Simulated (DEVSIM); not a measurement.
Device: Al/SiO2/p-Si capacitor, at 500 K.

| layer (left to right) | material | thickness (nm) | Na (cm⁻³) |
|---|---|---|---|
| 1 | SiO2 | 1.20 | - |
| 2 | Si | 4500 | 1.6e16 |

Metal gate on the left, work function 4.1 eV. Fixed charge at the semiconductor interface 2e11 cm⁻² (in units of +e); no interface traps.

Constants are typed, rounded textbook-type inputs, not results; the design itself was drawn at random and stands for no fabricated device. Values at 300 K; Nc and Nv go as T^1.5, mobilities as T to minus their exponent, the gap by Varshni's rule with the affinity fixed.

```csv
parameter,SiO2,Si
gap (eV),9,1.124
affinity (eV),0.9,4.05
permittivity,3.9,11.7
Nc (cm⁻³),-,2.86e19
Nv (cm⁻³),-,3.1e19
Varshni α (eV/K),-,0.000473
Varshni β (K),-,636
```

Simulated with DEVSIM: 1D Poisson equation in equilibrium, Boltzmann statistics, complete ionisation; no quantum confinement or tunnelling. Metal contacts follow the ideal Schottky-Mott rule: no Fermi-level pinning, no interface dipoles.

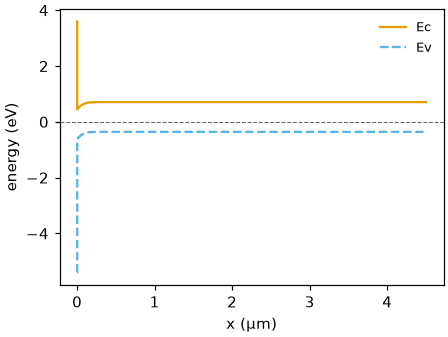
Figure. Band edges at -0.4 V on the gate

Energies count from the Fermi level of the right contact; mesh points crowd at the junctions.

```json
[
 {"x (μm)": "0.000", "Ec (eV)": "3.600", "Ev (eV)": "-5.400", "n (cm⁻³)": "< 1e2", "p (cm⁻³)": "< 1e2", "field (V/cm)": "5600"},
 {"x (μm)": "0.0006000", "Ec (eV)": "3.600", "Ev (eV)": "-5.400", "n (cm⁻³)": "< 1e2", "p (cm⁻³)": "< 1e2", "field (V/cm)": "5600"},
 {"x (μm)": "0.001240", "Ec (eV)": "0.451", "Ev (eV)": "-0.615", "n (cm⁻³)": "1.8e15", "p (cm⁻³)": "4.3e13", "field (V/cm)": "33000"},
 {"x (μm)": "0.002485", "Ec (eV)": "0.455", "Ev (eV)": "-0.611", "n (cm⁻³)": "1.6e15", "p (cm⁻³)": "4.7e13", "field (V/cm)": "32000"},
 {"x (μm)": "0.006356", "Ec (eV)": "0.467", "Ev (eV)": "-0.598", "n (cm⁻³)": "1.2e15", "p (cm⁻³)": "6.2e13", "field (V/cm)": "31000"},
 {"x (μm)": "0.01335", "Ec (eV)": "0.489", "Ev (eV)": "-0.577", "n (cm⁻³)": "7.3e14", "p (cm⁻³)": "1.0e14", "field (V/cm)": "30000"},
 {"x (μm)": "0.02716", "Ec (eV)": "0.527", "Ev (eV)": "-0.538", "n (cm⁻³)": "3.0e14", "p (cm⁻³)": "2.5e14", "field (V/cm)": "26000"},
 {"x (μm)": "0.07007", "Ec (eV)": "0.617", "Ev (eV)": "-0.449", "n (cm⁻³)": "3.7e13", "p (cm⁻³)": "2.0e15", "field (V/cm)": "16000"},
 {"x (μm)": "0.1476", "Ec (eV)": "0.688", "Ev (eV)": "-0.377", "n (cm⁻³)": "7.2e12", "p (cm⁻³)": "1.0e16", "field (V/cm)": "4100"},
 {"x (μm)": "0.3007", "Ec (eV)": "0.706", "Ev (eV)": "-0.360", "n (cm⁻³)": "4.7e12", "p (cm⁻³)": "1.6e16", "field (V/cm)": "120"},
 {"x (μm)": "0.6125", "Ec (eV)": "0.706", "Ev (eV)": "-0.359", "n (cm⁻³)": "4.7e12", "p (cm⁻³)": "1.6e16", "field (V/cm)": "≈ 0"},
 {"x (μm)": "1.636", "Ec (eV)": "0.706", "Ev (eV)": "-0.359", "n (cm⁻³)": "4.7e12", "p (cm⁻³)": "1.6e16", "field (V/cm)": "≈ 0"},
 {"x (μm)": "2.952", "Ec (eV)": "0.706", "Ev (eV)": "-0.359", "n (cm⁻³)": "4.7e12", "p (cm⁻³)": "1.6e16", "field (V/cm)": "≈ 0"},
 {"x (μm)": "3.741", "Ec (eV)": "0.706", "Ev (eV)": "-0.359", "n (cm⁻³)": "4.7e12", "p (cm⁻³)": "1.6e16", "field (V/cm)": "≈ 0"},
 {"x (μm)": "4.217", "Ec (eV)": "0.706", "Ev (eV)": "-0.359", "n (cm⁻³)": "4.7e12", "p (cm⁻³)": "1.6e16", "field (V/cm)": "≈ 0"},
 {"x (μm)": "4.362", "Ec (eV)": "0.706", "Ev (eV)": "-0.359", "n (cm⁻³)": "4.7e12", "p (cm⁻³)": "1.6e16", "field (V/cm)": "≈ 0"},
 {"x (μm)": "4.434", "Ec (eV)": "0.706", "Ev (eV)": "-0.359", "n (cm⁻³)": "4.7e12", "p (cm⁻³)": "1.6e16", "field (V/cm)": "≈ 0"},
 {"x (μm)": "4.470", "Ec (eV)": "0.706", "Ev (eV)": "-0.359", "n (cm⁻³)": "4.7e12", "p (cm⁻³)": "1.6e16", "field (V/cm)": "≈ 0"},
 {"x (μm)": "4.490", "Ec (eV)": "0.706", "Ev (eV)": "-0.359", "n (cm⁻³)": "4.7e12", "p (cm⁻³)": "1.6e16", "field (V/cm)": "≈ 0"},
 {"x (μm)": "4.496", "Ec (eV)": "0.706", "Ev (eV)": "-0.359", "n (cm⁻³)": "4.7e12", "p (cm⁻³)": "1.6e16", "field (V/cm)": "≈ 0"},
 {"x (μm)": "4.499", "Ec (eV)": "0.706", "Ev (eV)": "-0.359", "n (cm⁻³)": "4.7e12", "p (cm⁻³)": "1.6e16", "field (V/cm)": "≈ 0"},
 {"x (μm)": "4.501", "Ec (eV)": "0.706", "Ev (eV)": "-0.359", "n (cm⁻³)": "4.7e12", "p (cm⁻³)": "1.6e16", "field (V/cm)": "≈ 0"}
]
```
